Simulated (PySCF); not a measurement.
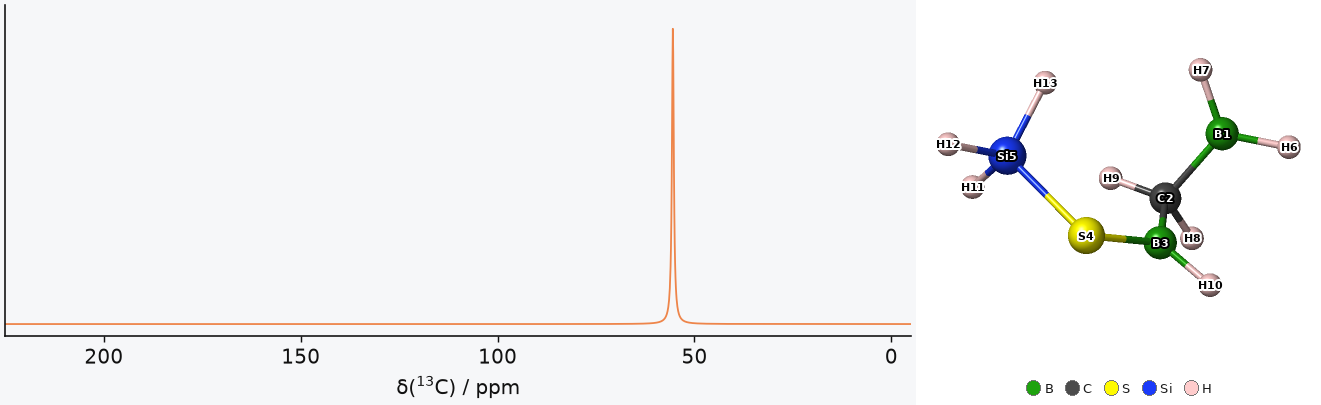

Spectrum and numbered structure of CH₈B₂SSi, SMILES BCBS[SiH3]. GIAO shifts, CAM-B3LYP/pcSseg-2, PySCF, at a PBE0-D3(BJ)/def2-SVP geometry (no frequency check), against TMS for ¹³C computed at the same level. Gas phase, fully decoupled, line heights follow the number of nuclei, widths are arbitrary (no quadrupolar broadening); values of one conformer, averaged over nuclei that symmetry or rotation about single bonds exchange, these motions taken as fast; other conformers aren't averaged in.

Q: Where does the ¹³C line lie?

A: At 55.5 ppm (C2).
